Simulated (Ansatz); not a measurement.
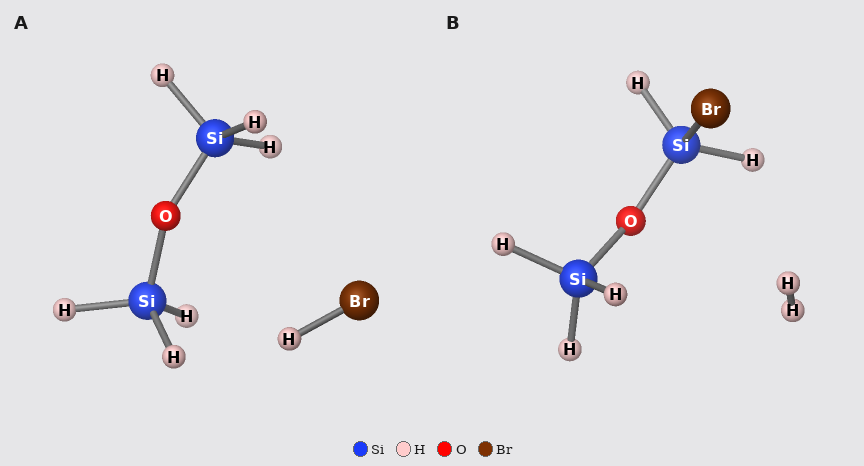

2 stationary structures of one formula. Geometries: PBE0-D4/def2-TZVP. Electronic energies: CCSD(T)/CBS (MP2 limit from def2-TZVPP and def2-QZVPP plus CCSD(T) − MP2) (Ansatz 0.2.0), without zero-point energy. No frequency run is at hand to confirm each as a minimum. Each is one conformer, not always the lowest.

Question: Rank them by energy, lowest first.

Answer: B is lowest; A lies 82.8 kJ/mol above it (a minimum).

Give E(B) − E(A) in kJ/mol at these levels too: RHF-CCSD(T) (frozen core)/def2-TZVPP; r2SCAN0-D4/def2-TZVPP; ωB97X-V/def2-TZVPP; SPW92 (LDA)/def2-SVP; PBE-D4/def2-SVP; PBE-D4/def2-TZVPP; ωB97M-V/def2-SVP; BHLYP-D4/def2-TZVPP.

```json
{"level": "RHF-CCSD(T) (frozen core)/def2-TZVPP", "E(B) − E(A) (kJ/mol)": "−76.1"}
{"level": "r2SCAN0-D4/def2-TZVPP", "E(B) − E(A) (kJ/mol)": "−84.3"}
{"level": "ωB97X-V/def2-TZVPP", "E(B) − E(A) (kJ/mol)": "−78.9"}
{"level": "SPW92 (LDA)/def2-SVP", "E(B) − E(A) (kJ/mol)": "−65.5"}
{"level": "PBE-D4/def2-SVP", "E(B) − E(A) (kJ/mol)": "−70.0"}
{"level": "PBE-D4/def2-TZVPP", "E(B) − E(A) (kJ/mol)": "−81.0"}
{"level": "ωB97M-V/def2-SVP", "E(B) − E(A) (kJ/mol)": "−67.5"}
{"level": "BHLYP-D4/def2-TZVPP", "E(B) − E(A) (kJ/mol)": "−78.2"}
```
